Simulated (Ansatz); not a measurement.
Al2ClFH2O (SMILES [F][AlH][O][AlH][Cl])

```yaml
atoms:
  - { symbol: Al, position_ang: [-1.9564, 0.6816, -0.5139] }
  - { symbol: Al, position_ang: [0.8325, -0.5608, 0.9200] }
  - { symbol: Cl, position_ang: [2.5925, -0.2107, -0.1873] }
  - { symbol: F, position_ang: [-2.3744, 2.2479, -0.1115] }
  - { symbol: O, position_ang: [-0.6235, -0.0133, 0.2616] }
  - { symbol: H, position_ang: [0.9121, -1.3174, 2.2817] }
  - { symbol: H, position_ang: [-2.8154, -0.0867, -1.5626] }
```

Geometry: B3LYP-D3(BJ)/6-311G**.

Method: isolated molecule in a Gaussian basis; Kohn-Sham density functional theory, functional PBE0 in Ansatz 0.2.0.

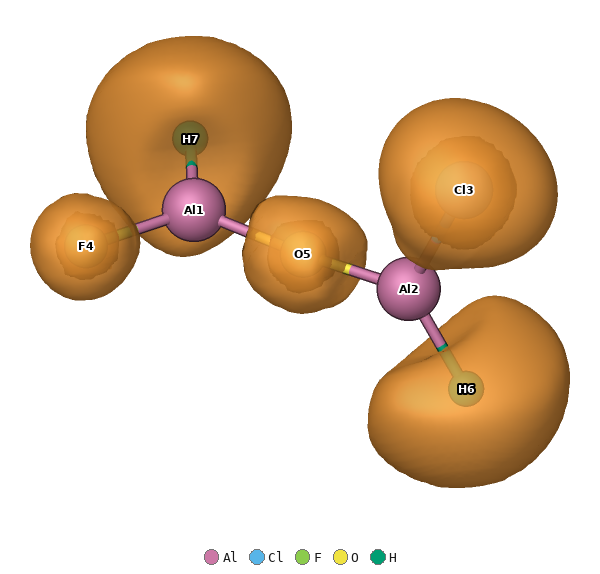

Figure 1. Isosurface of the ELF at 0.8 (orange), seen at a tilt. Core shells and regions of very low density are left out.

**Identify the bonds, lone pairs and shells in this picture.**

At this value the surface marks out two regions around hydrogen nuclei, one region on Cl in which the atom's valence shell and bonds are merged, one region wrapped around F (its valence shell) and one region wrapped around O (its valence shell).


Al–F (1.67 Å): the ELF peaks at about 0.85 in the valence shell of F, 0.6 Å from its nucleus, and is about 0.30 at the midpoint. Al–O (1.69 Å): the ELF peaks at about 0.85 in the valence shell of O, 0.6 Å from its nucleus, and is about 0.50 at the midpoint.

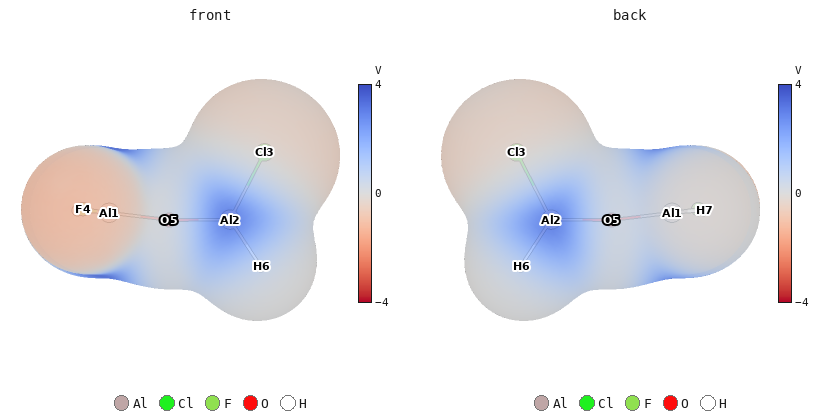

Figure 2. The electrostatic potential painted on the density surface at 0.001 e/bohr³, seen from the front and from behind; the colour scale runs from red (negative) to blue (positive).

**Where is the surface potential most negative and most positive?**

The most negative region (about −1.1 V) lies over F4, the most positive (about +3.0 V) over Al1.

**How polar is the molecule by this calculation?**

Its dipole moment is 1.72 D.

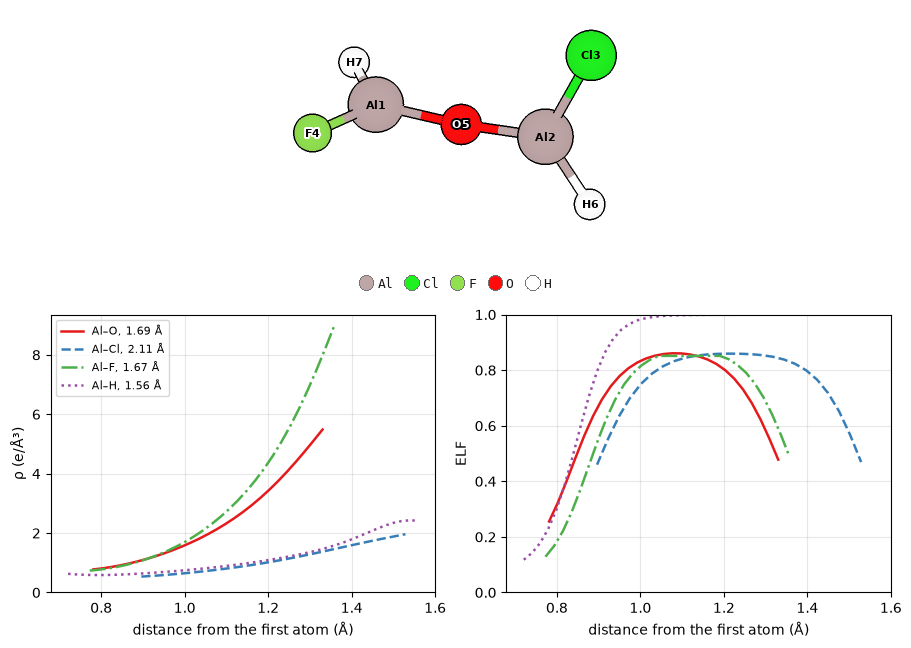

Figure 3. Total electron density and ELF along straight lines between neighbouring atoms. The curves leave out the atomic cores. The structure is drawn too.

**Compare the contacts.**

Al–O (1.69 Å): ρ is about 0.91 e/Å³ halfway; the ELF peaks at about 0.85 in the valence shell of O, 0.6 Å from its nucleus, and is about 0.50 at the midpoint.
Al–Cl (2.11 Å): the density is about 0.73 e/Å³ at the midpoint; the ELF peaks at about 0.85 in the valence shell of Cl, 0.9 Å from its nucleus, and is about 0.80 at the midpoint.
Al–F (1.67 Å): ρ at the midpoint is about 0.85 e/Å³; the ELF peaks at about 0.85 in the valence shell of F, 0.6 Å from its nucleus, and is about 0.30 at the midpoint.
Al–H (1.56 Å): ρ at the midpoint is about 0.59 e/Å³; the ELF climbs to about 1 towards the hydrogen.
